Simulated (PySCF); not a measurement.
C₂H₉FOSi₂ (SMILES C[Si](C)(F)O[SiH3])

The calculation's input:

```
{"job": {"kind": "nmr", "xc": "PBE0", "basis": "pcSseg-1"}, "charge": 0, "multiplicity": 1}
Si    -0.488918    -0.086731     0.341550
O      0.980239     0.123975    -0.381066
Si     2.580994     0.507238    -0.188455
C     -1.653276     1.245013    -0.213451
C     -1.083962    -1.815586     0.034067
F     -0.255222     0.087148     1.947946
H      3.213700     0.538636    -1.537915
H      2.728440     1.847173     0.454813
H      3.269548    -0.517187     0.652035
H     -1.796993     1.205527    -1.304297
H     -1.250649     2.237939     0.039786
H     -2.637825     1.141888     0.267699
H     -0.356377    -2.546606     0.418617
H     -2.049494    -1.998846     0.529875
H     -1.211002    -1.997630    -1.044292
```

Command:

```sh
OMP_NUM_THREADS=1 python cluster_run.py task.json out
```

Geometry: PBE0-D3(BJ)/def2-SVP.

The calculation used PySCF, PBE0/pcSseg-1, SCF density, gas phase, non-relativistic.

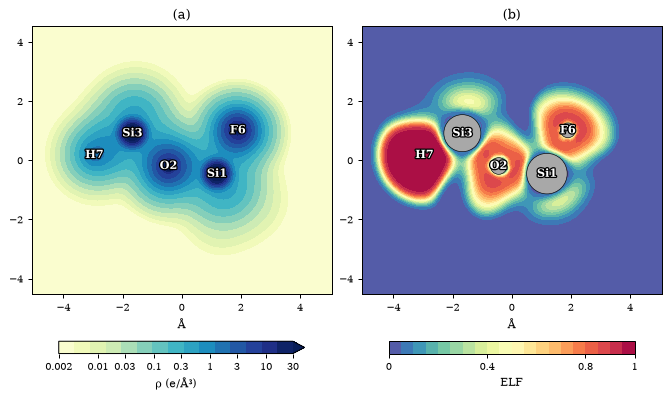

Figure 1. (a) total electron density; (b) electron localisation function on the plane of atoms Si1, O2 and Si3. Grey discs cover the atomic cores in the ELF map.

Q: What do the fields say about this system?

A: The plane passes through Si, O, F and H nuclei.
Si–F (1.63 Å): ρ is about 1 e/Å³ halfway; the ELF peaks at about 0.85 in the valence shell of F, 0.6 Å from its nucleus, and is about 0.45 at the midpoint.
Si–O (1.65 Å): ρ at the midpoint is about 1.1 e/Å³; the ELF peaks at about 0.85 between the atoms; a polar covalent bond.
Si–H (1.49 Å): the density is about 0.79 e/Å³ at the midpoint; the ELF climbs to about 1 towards the hydrogen, as it does in any bond to H.
The ELF also peaks beside O2 and F6, away from the bonds: lone-pair regions.

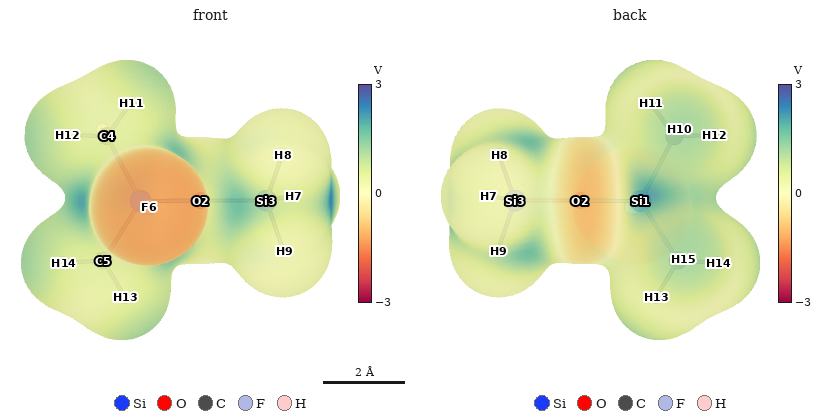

Figure 2. The molecular electrostatic potential painted on the density surface at 0.004 e/bohr³, seen from the front and from behind; the colour scale runs from red (negative) to blue (positive).

Q: Where is the surface potential most negative and most positive?

A: The most negative region (about −1.3 V) lies over F6, the most positive (about +2.1 V) over Si3.
